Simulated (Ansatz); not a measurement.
# CH3ClOSi: rotation by 180° about the C2–Si3 bond

Aim: the minimum-energy path and barrier of the rotation by 180° about the C2–Si3 bond. The ends are relaxed first, then joined by a nudged elastic band. SMILES of the start: O=C[SiH2]Cl.

Program: Ansatz 0.2.0. Level of theory: RKS BHLYP/def2-SVP. These are calculated values, not measurements.

## 1. The structure to begin with

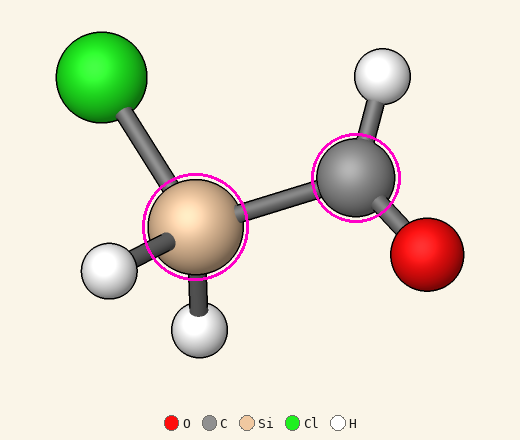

Start, viewed from a chosen angle; oxygen red, carbon grey, silicon light orange, chlorine green, hydrogen white. Ringed: C2, Si3.

As a file:

```xyz
7

O     0.4123   -1.7209    1.2548
C     0.0138   -1.1700    0.1840
Si   -0.0120    0.6922   -0.0037
Cl   -0.5367    1.2167   -1.8820
H    -0.3014   -1.7585   -0.7085
H    -0.9181    1.3822    0.9466
H     1.4034    1.2903    0.1631
```

## 2. Relaxing end A

Contents of input.yaml:

```yaml
crystal:
  periodic: [false, false, false]
  atoms:
    - { symbol: O, position_ang: [0.4123, -1.7209, 1.2548] }
    - { symbol: C, position_ang: [0.0138, -1.17, 0.184] }
    - { symbol: Si, position_ang: [-0.012, 0.6922, -0.0037] }
    - { symbol: Cl, position_ang: [-0.5367, 1.2167, -1.882] }
    - { symbol: H, position_ang: [-0.3014, -1.7585, -0.7085] }
    - { symbol: H, position_ang: [-0.9181, 1.3822, 0.9466] }
    - { symbol: H, position_ang: [1.4034, 1.2903, 0.1631] }
basis:
  gaussian: { orbitals: def2-SVP }
hamiltonian:
  xc: { name: BHLYP }
relax:
  f_tol: 0.015
  max_steps: 40
output:
  orbitals: {}
```

The run is started by

```console
ansatz run input.yaml --threads 1 --pin off --max-ram 2048MiB --backend cpu --events-out ev --progress --plain --runs-dir out
```

What it wrote, shortened:

```text
Warning: RAYON_NUM_THREADS=1 ignored (pool sized by the plan → 1); use --threads N
[...]
Functional definition: BHLYP
[...]
818 factors; integrals over basis functions are off by at most 2.7e-4 eV
[...]
mean field -23522.67761962 eV, -864.4424582776 hartree, gradient 6.7e-5 eV, S^2 0.000000; 0 other end points of the search recorded, 0 dependent functions left out
[...]
reference -23522.67776183 eV, -864.4424635036 hartree; 24, 24 occupied and 55, 55 virtual orbitals, 818 factors
relax step   1: F+E_penalty+E_count = -23522.67761962 eV  Δ(F+E_penalty+E_count) = +0.000e0 eV  max|allowed force component| = 4.585e0 eV/Å  Δτ_max = 0.0000 Å  (28 SCF iters, accepted)
[...]
Total energy: -23523.03872618 eV, -864.4557286988 hartree
Atom 0 at     0.361645    -1.634728     1.220495 Å, force     0.001436    -0.008291     0.003429 eV/Å
Atom 1 at     0.028709    -1.162788     0.172671 Å, force    -0.001464     0.000492    -0.003726 eV/Å
Atom 2 at     0.032408     0.747469    -0.014134 Å, force    -0.000095     0.008313     0.000467 eV/Å
Atom 3 at    -0.584674     1.235933    -1.924683 Å, force    -0.001146    -0.002178     0.003042 eV/Å
Atom 4 at    -0.277217    -1.818130    -0.674986 Å, force     0.001334     0.001107     0.001267 eV/Å
Atom 5 at    -0.902327     1.320675     0.970634 Å, force     0.000202     0.001586    -0.004431 eV/Å
Atom 6 at     1.402756     1.243570     0.204302 Å, force    -0.000267    -0.001029    -0.000048 eV/Å
Dipole moment:    -0.035709     0.140560    -0.120637 e Å
```

Run time: 20 s. Hardware: 1 thread of Arm Neoverse V2, shared host; peak memory 0.15 GiB.

Relaxation path:

```tsv
step	energy from step 1 (eV)	largest force component (eV/Å)
1	0.0000	4.5855
2	-0.2873	1.4011
3x	-0.2441	1.5273
4	-0.3388	0.6895
5x	-0.3319	0.8119
6	-0.3608	0.0809
7	-0.3610	0.0083
```

Step 1 is the start. 2 steps were tried and not accepted (marked x).

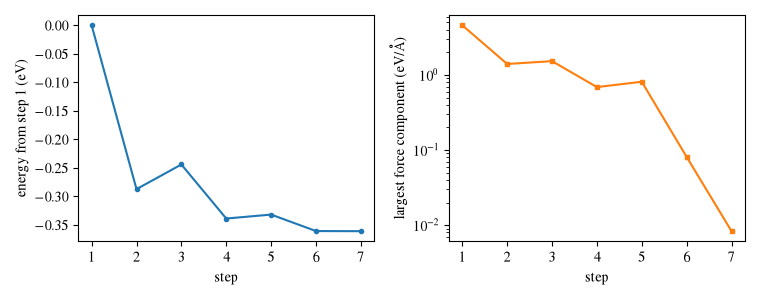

Energy and largest force along the relaxation.

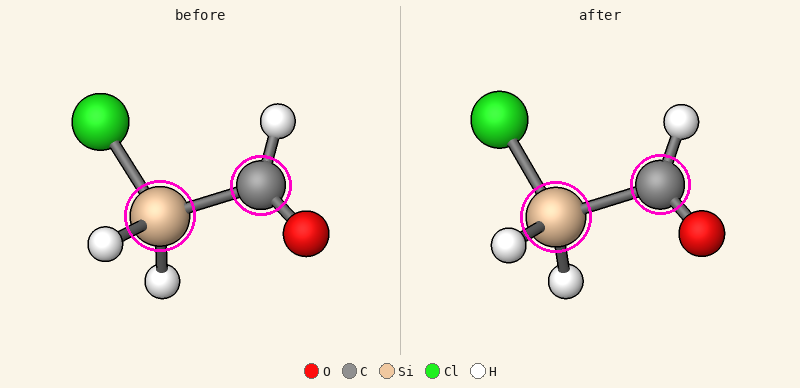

The structure before (left) and after (right), drawn at the same scale.

After: Bond lengths: O1–C2 1.196 Å, C2–Si3 1.919 Å, Si3–Cl4 2.066 Å, C2–H5 1.114 Å, Si3–H6 1.474 Å, Si3–H7 1.474 Å. Angles: O1–C2–Si3 118.5°, O1–C2–H5 120.7°, Si3–C2–H5 120.8°, C2–Si3–Cl4 108.9°, C2–Si3–H6 108.7°, C2–Si3–H7 108.8°, Cl4–Si3–H6 109.7°, Cl4–Si3–H7 109.6°, H6–Si3–H7 111.1°.

## 3. Relaxing end B

The second end starts from a geometry with the move made by hand.

Contents of input.yaml:

```yaml
crystal:
  periodic: [false, false, false]
  atoms:
    - { symbol: O, position_ang: [0.4123, -1.7209, 1.2548] }
    - { symbol: C, position_ang: [0.0138, -1.17, 0.184] }
    - { symbol: Si, position_ang: [-0.012, 0.6922, -0.0037] }
    - { symbol: Cl, position_ang: [0.49292, 1.59511, 1.73072] }
    - { symbol: H, position_ang: [-0.3014, -1.7585, -0.7085] }
    - { symbol: H, position_ang: [0.87746, 1.2033, -1.07506] }
    - { symbol: H, position_ang: [-1.4428, 1.20595, -0.28257] }
basis:
  gaussian: { orbitals: def2-SVP }
hamiltonian:
  xc: { name: BHLYP }
relax:
  f_tol: 0.015
  max_steps: 40
```

The run is started by

```console
ansatz run input.yaml --threads 1 --pin off --max-ram 2048MiB --backend cpu --events-out ev --progress --plain --runs-dir out
```

What it wrote, shortened:

```text
Warning: RAYON_NUM_THREADS=1 ignored (pool sized by the plan → 1); use --threads N
[...]
Functional definition: BHLYP
[...]
816 factors; integrals over basis functions are off by at most 2.7e-4 eV
[...]
mean field -23522.62212219 eV, -864.4404187846 hartree, gradient 5.8e-5 eV, S^2 0.000000; 0 other end points of the search recorded, 0 dependent functions left out
[...]
reference -23522.62226672 eV, -864.4404240958 hartree; 24, 24 occupied and 55, 55 virtual orbitals, 816 factors
[...]
Atom 2 at    -0.046445     0.753304     0.015332 Å, force     0.000124     0.002779     0.000693 eV/Å
Atom 3 at     0.543741     1.619584     1.779551 Å, force    -0.000745    -0.000643    -0.002035 eV/Å
Atom 4 at    -0.271981    -1.757910    -0.701000 Å, force    -0.000057    -0.000381     0.000172 eV/Å
Atom 5 at     0.858607     1.158121    -1.079473 Å, force    -0.000870    -0.000334     0.001117 eV/Å
Atom 6 at    -1.434003     1.144632    -0.305867 Å, force     0.001551    -0.000395     0.000369 eV/Å
Dipole moment:    -0.192437     0.127500    -0.569612 e Å
```

Run time: 25 s. Hardware: 1 thread of Arm Neoverse V2, shared host; peak memory 0.15 GiB.

The steps of the relaxation:

```tsv
step	energy from step 1 (eV)	largest force component (eV/Å)
1	0.0000	4.6999
2	-0.1601	2.1256
3x	-0.0622	3.8533
4	-0.3122	0.9540
5	-0.3469	0.4357
6	-0.3523	0.0239
7	-0.3529	0.0391
8	-0.3530	0.0430
9	-0.3530	0.0082
```

Step 1 is the start. 1 step was tried and not accepted (marked x).

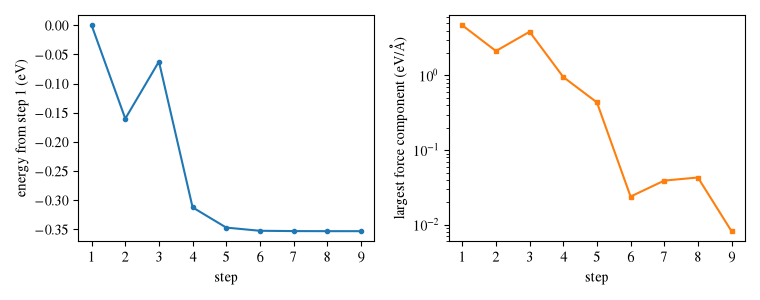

Energy and largest force along the relaxation.

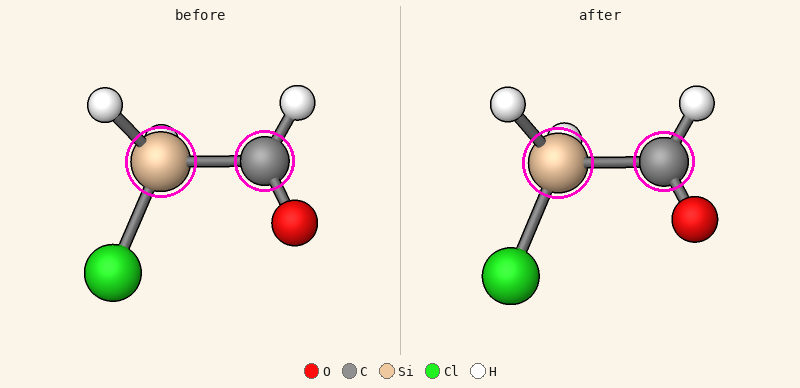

The structure before (left) and after (right), drawn at the same scale.

After: Bond lengths: O1–C2 1.194 Å, C2–Si3 1.921 Å, Si3–Cl4 2.052 Å, C2–H5 1.118 Å, Si3–H6 1.477 Å, Si3–H7 1.477 Å. Angles: O1–C2–Si3 123.4°, O1–C2–H5 119.9°, Si3–C2–H5 116.7°, C2–Si3–Cl4 109.2°, C2–Si3–H6 108.6°, C2–Si3–H7 108.6°, Cl4–Si3–H6 110.2°, Cl4–Si3–H7 110.2°, H6–Si3–H7 110.0°.

## 4. The band

crystal.atoms is end A as relaxed above, and neb.final_atoms is end B, turned to lie on A. With 7 inner images the band has 9 in all. The start path is listed, through a guess of the saddle.

Contents of input.yaml:

```yaml
crystal:
  periodic: [false, false, false]
  atoms:
    - { symbol: O, position_ang: [0.361645, -1.634728, 1.220495] }
    - { symbol: C, position_ang: [0.028709, -1.162788, 0.172671] }
    - { symbol: Si, position_ang: [0.032408, 0.747469, -0.014134] }
    - { symbol: Cl, position_ang: [-0.584674, 1.235933, -1.924683] }
    - { symbol: H, position_ang: [-0.277217, -1.81813, -0.674986] }
    - { symbol: H, position_ang: [-0.902327, 1.320675, 0.970634] }
    - { symbol: H, position_ang: [1.402756, 1.24357, 0.204302] }
basis:
  gaussian: { orbitals: def2-SVP }
hamiltonian:
  xc: { name: BHLYP }
neb:
  order_check: false
  images: 7
  f_tol: 0.05
  max_iterations: 51
  final_atoms:
    - { symbol: O, position_ang: [-0.26911404, -1.92483076, -0.65407382] }
    - { symbol: C, position_ang: [0.03978796, -1.15568228, 0.20524901] }
    - { symbol: Si, position_ang: [0.02772138, 0.75146054, -0.02745354] }
    - { symbol: Cl, position_ang: [-0.58782389, 1.19498106, -1.93418446] }
    - { symbol: H, position_ang: [0.35688172, -1.5369302, 1.20750197] }
    - { symbol: H, position_ang: [-0.90110146, 1.34058784, 0.95835124] }
    - { symbol: H, position_ang: [1.39494833, 1.2624148, 0.1989086] }
  initial_path:
    images:
      - { positions_ang: [[0.361645, -1.634728, 1.220495], [0.028709, -1.162788, 0.172671], [0.032408, 0.747469, -0.014134], [-0.584674, 1.235933, -1.924683], [-0.277217, -1.81813, -0.674986], [-0.902327, 1.320675, 0.970634], [1.402756, 1.24357, 0.204302]] }
      - { positions_ang: [[0.06809005, -1.66798354, 1.13993637], [0.03324257, -1.16448728, 0.17509476], [0.03160647, 0.73362338, -0.01345568], [-0.68053443, 1.23443021, -1.86428848], [0.01077923, -1.79100996, -0.58937018], [-0.81764766, 1.34385273, 1.01326975], [1.41576377, 1.24357546, 0.09311245]] }
      - { positions_ang: [[-0.22546489, -1.70123908, 1.05937774], [0.03777615, -1.16618656, 0.17751853], [0.03080494, 0.71977776, -0.01277737], [-0.77639487, 1.23292742, -1.80389396], [0.29877546, -1.76388992, -0.50375435], [-0.73296832, 1.36703046, 1.0559055], [1.42877154, 1.24358092, -0.01807709]] }
      - { positions_ang: [[-0.51901984, -1.73449463, 0.97881911], [0.04230972, -1.16788583, 0.17994229], [0.03000341, 0.70593213, -0.01209905], [-0.8722553, 1.23142463, -1.74349944], [0.5867717, -1.73676987, -0.41813853], [-0.64828899, 1.39020819, 1.09854125], [1.44177931, 1.24358638, -0.12926664]] }
      - { positions_ang: [[-0.81257479, -1.76775017, 0.89826048], [0.04684329, -1.16958511, 0.18236606], [0.02920187, 0.69208651, -0.01142074], [-0.96811574, 1.22992184, -1.68310491], [0.87476793, -1.70964983, -0.3325227], [-0.56360965, 1.41338592, 1.14117699], [1.45478708, 1.24359184, -0.24045618]] }
      - { positions_ang: [[-0.6767096, -1.80702032, 0.51017691], [0.04507946, -1.1661094, 0.1880868], [0.02883175, 0.70693002, -0.01542894], [-0.87304278, 1.22118664, -1.7458748], [0.74529638, -1.66646992, 0.05248347], [-0.6479826, 1.3951864, 1.09547056], [1.43982739, 1.24829758, -0.13061499]] }
      - { positions_ang: [[-0.54084441, -1.84629047, 0.12209333], [0.04331563, -1.16263369, 0.19380753], [0.02846163, 0.72177352, -0.01943714], [-0.77796981, 1.21245145, -1.80864469], [0.61582482, -1.62329001, 0.43748963], [-0.73235556, 1.37698688, 1.04976412], [1.4248677, 1.25300332, -0.02077379]] }
      - { positions_ang: [[-0.40497923, -1.88556061, -0.26599024], [0.04155179, -1.15915798, 0.19952827], [0.0280915, 0.73661703, -0.02344534], [-0.68289685, 1.20371625, -1.87141457], [0.48635327, -1.5801101, 0.8224958], [-0.81672851, 1.35878736, 1.00405768], [1.40990802, 1.25770906, 0.0890674]] }
      - { positions_ang: [[-0.26911404, -1.92483076, -0.65407382], [0.03978796, -1.15568228, 0.20524901], [0.02772138, 0.75146054, -0.02745354], [-0.58782389, 1.19498106, -1.93418446], [0.35688172, -1.5369302, 1.20750197], [-0.90110146, 1.34058784, 0.95835124], [1.39494833, 1.2624148, 0.1989086]] }
```

The run is started by

```console
ansatz run input.yaml --threads 1 --pin off --max-ram 2048MiB --backend cpu --events-out ev --progress --plain --runs-dir out
```

What it wrote, shortened:

```text
Warning: RAYON_NUM_THREADS=1 ignored (pool sized by the plan → 1); use --threads N
[...]
Functional definition: BHLYP
[...]
817 factors; integrals over basis functions are off by at most 2.5e-4 eV
[...]
mean field -23523.03858140 eV, -864.4557233783 hartree, gradient 4.1e-5 eV, S^2 0.000000; 0 other end points of the search recorded, 0 dependent functions left out
[...]
reference -23523.03872544 eV, -864.4557286715 hartree; 24, 24 occupied and 55, 55 virtual orbitals, 817 factors
[...]
Atom 3 at    -0.815609     1.187141    -1.840167 Å, force     0.002692    -0.000646     0.010578 eV/Å
Atom 4 at     0.992881    -1.656897     0.566923 Å, force     0.016760    -0.003973     0.026325 eV/Å
Atom 5 at    -0.749270     1.350070     1.057454 Å, force     0.005446     0.002286    -0.006078 eV/Å
Atom 6 at     1.435745     1.268837    -0.004158 Å, force    -0.002047    -0.009201    -0.000213 eV/Å
Dipole moment:     0.453002     0.205927     0.305500 e Å
this run last wrote the band of iteration 9 to <dir>
```

Run time: 2.6 min. Hardware: 1 thread of Arm Neoverse V2, shared host; peak memory 0.15 GiB.

## 5. The band, image by image

Images 0 and 8 are the ends. Energies count from image 0; the path length is the program's own measure over all atoms.

```tsv
image	path (Å)	energy (eV)	dihedral O1–C2–Si3–Cl4 (°)	band force (eV/Å)
0	0.000	0.0000	180	-
1	0.489	0.0079	-159	0.007
2	0.977	0.0252	-137	0.014
3	1.465	0.0440	-114	0.006
4	1.953	0.0624	-91	0.034
5	2.441	0.0772	-69	0.024
6*	2.929	0.0814	-47	0.048
7	3.442	0.0714	-24	0.020
8	3.955	0.0634	0	-
```

The star marks the climbing image.

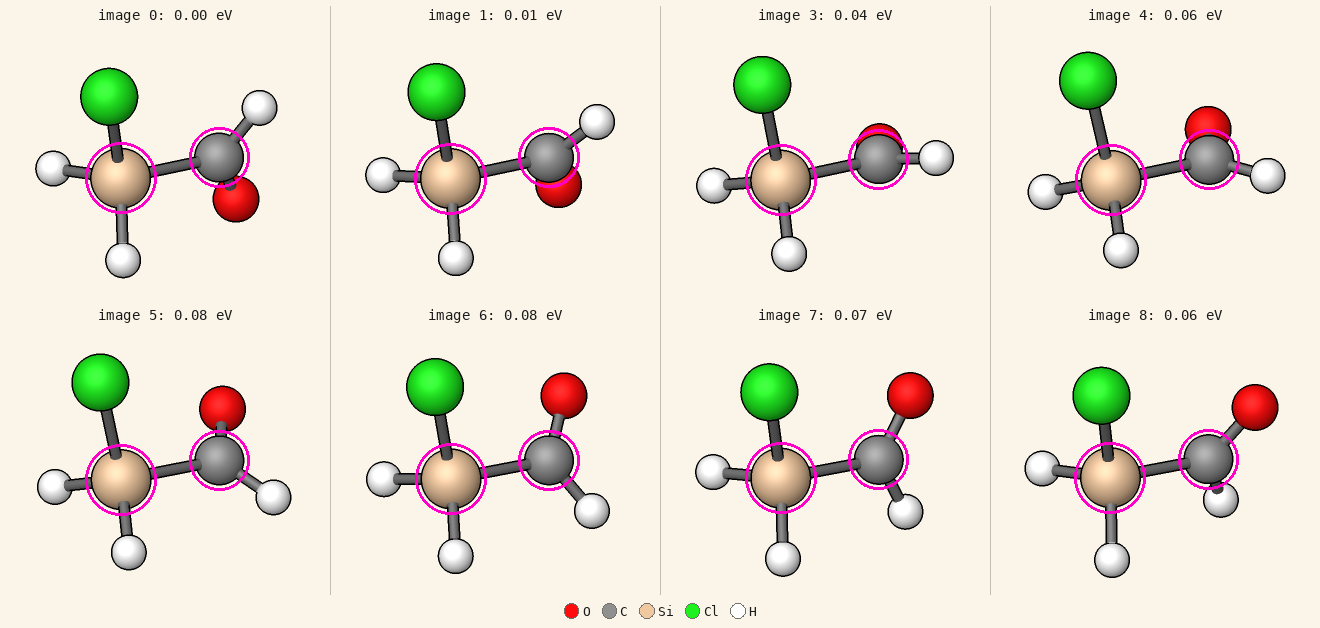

The images of the last band, seen from a chosen angle. Ringed: C2, Si3. Sticks join atoms closer than a bonding distance in each image.

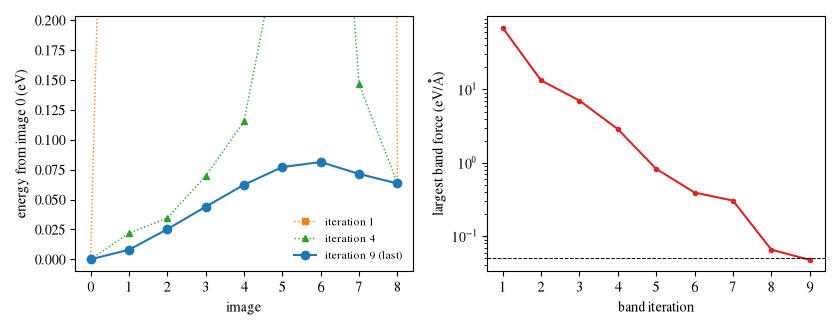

Left: energy of each image for early iterations and the last one (lines only join the points; early values far above the last band run off the scale). Right: the largest band force by iteration, with the threshold dashed.

The top of the band by iteration:

```tsv
iteration	highest image above image 0 (eV)	largest band force (eV/Å)
1	14.7488	69.229
2	3.2397	13.265
3	1.6329	7.052
4	0.5827	2.879
5	0.1328	0.828
6	0.0881	0.394
7	0.0828	0.306
8	0.0814	0.066
9	0.0814	0.048
```

The band as a trajectory file:

```xyz
7
image=0 dE=0.0000
O     0.362   -1.635    1.220
C     0.029   -1.163    0.173
Si    0.032    0.747   -0.014
Cl   -0.585    1.236   -1.925
H    -0.277   -1.818   -0.675
H    -0.902    1.321    0.971
H     1.403    1.244    0.204
7
image=1 dE=0.0079
O     0.049   -1.649    1.269
C     0.031   -1.161    0.177
Si    0.037    0.750   -0.010
Cl   -0.699    1.224   -1.881
H     0.033   -1.807   -0.732
H    -0.815    1.342    1.034
H     1.427    1.233    0.096
7
image=2 dE=0.0252
O    -0.280   -1.678    1.214
C     0.037   -1.158    0.184
Si    0.047    0.753   -0.004
Cl   -0.793    1.204   -1.837
H     0.348   -1.780   -0.687
H    -0.741    1.358    1.082
H     1.443    1.234    0.003
7
image=3 dE=0.0440
O    -0.573   -1.693    1.060
C     0.048   -1.156    0.190
Si    0.061    0.754   -0.001
Cl   -0.894    1.189   -1.782
H     0.629   -1.767   -0.541
H    -0.663    1.367    1.123
H     1.454    1.238   -0.094
7
image=4 dE=0.0624
O    -0.786   -1.699    0.842
C     0.061   -1.158    0.194
Si    0.073    0.754   -0.011
Cl   -1.021    1.191   -1.707
H     0.847   -1.764   -0.316
H    -0.565    1.371    1.163
H     1.454    1.236   -0.210
7
image=5 dE=0.0772
O    -0.946   -1.741    0.453
C     0.068   -1.160    0.201
Si    0.063    0.752   -0.020
Cl   -0.955    1.190   -1.759
H     1.023   -1.725    0.093
H    -0.638    1.361    1.124
H     1.447    1.254   -0.138
7
image=6 dE=0.0814
O    -0.917   -1.810   -0.009
C     0.061   -1.158    0.209
Si    0.053    0.751   -0.026
Cl   -0.816    1.187   -1.840
H     0.993   -1.657    0.567
H    -0.749    1.350    1.057
H     1.436    1.269   -0.004
7
image=7 dE=0.0714
O    -0.658   -1.887   -0.416
C     0.051   -1.157    0.208
Si    0.040    0.751   -0.030
Cl   -0.673    1.189   -1.906
H     0.740   -1.576    0.981
H    -0.850    1.340    0.992
H     1.412    1.273    0.126
7
image=8 dE=0.0634
O    -0.269   -1.925   -0.654
C     0.040   -1.156    0.205
Si    0.028    0.751   -0.027
Cl   -0.588    1.195   -1.934
H     0.357   -1.537    1.208
H    -0.901    1.341    0.958
H     1.395    1.262    0.199
```

## 6. Vibrations at the top

The geometry is the highest inner image of the first converged band.

Contents of input.yaml:

```yaml
crystal:
  periodic: [false, false, false]
  atoms:
    - { symbol: O, position_ang: [-0.917037, -1.80988, -0.009006] }
    - { symbol: C, position_ang: [0.061299, -1.158261, 0.209438] }
    - { symbol: Si, position_ang: [0.053291, 0.750991, -0.026186] }
    - { symbol: Cl, position_ang: [-0.815609, 1.187141, -1.840167] }
    - { symbol: H, position_ang: [0.992881, -1.656897, 0.566923] }
    - { symbol: H, position_ang: [-0.74927, 1.35007, 1.057454] }
    - { symbol: H, position_ang: [1.435745, 1.268837, -0.004158] }
basis:
  gaussian: { orbitals: def2-SVP }
hamiltonian:
  xc: { name: BHLYP }
phonons: {}
```

The run is started by

```console
ansatz run input.yaml --threads 1 --pin off --max-ram 2048MiB --backend cpu --events-out ev --progress --plain --runs-dir out
```

What it wrote, shortened:

```text
Warning: RAYON_NUM_THREADS=1 ignored (pool sized by the plan → 1); use --threads N
[...]
Functional definition: BHLYP
[...]
814 factors; integrals over basis functions are off by at most 3.7e-4 eV
[...]
mean field -23522.95721255 eV, -864.4527331281 hartree, gradient 5.2e-5 eV, S^2 0.000000; 0 other end points of the search recorded, 0 dependent functions left out
[...]
reference -23522.95735580 eV, -864.4527383925 hartree; 24, 24 occupied and 55, 55 virtual orbitals, 814 factors
[...]
WARN: phonons: modes at or below zero, which the zero-point energy, F, S and C_V leave out: 1, the lowest at -68.72 cm⁻¹. A minimum has none, and a first-order saddle one
[...]
Atom 3 at    -0.815609     1.187141    -1.840167 Å, force     0.002686    -0.000617     0.010601 eV/Å
Atom 4 at     0.992881    -1.656897     0.566923 Å, force     0.016738    -0.003955     0.026305 eV/Å
Atom 5 at    -0.749270     1.350070     1.057454 Å, force     0.005419     0.002323    -0.006117 eV/Å
Atom 6 at     1.435745     1.268837    -0.004158 Å, force    -0.002063    -0.009227    -0.000219 eV/Å
Dipole moment:     0.453002     0.205927     0.305499 e Å
Vibrations: -68.72 135.71 345.87 548.06 565.93 683.27 715.90 890.57 948.69 987.84 1438.35 1888.26 2318.56 2326.97 2947.41 cm⁻¹, zero-point energy 1.037835 eV
```

It took 60 s on 1 thread of Arm Neoverse V2, shared host; peak memory 0.15 GiB.

Of 15 modes, 1 is imaginary by more than 30 cm⁻¹ (69i cm⁻¹).

(Part 1 of 2 ends here.)
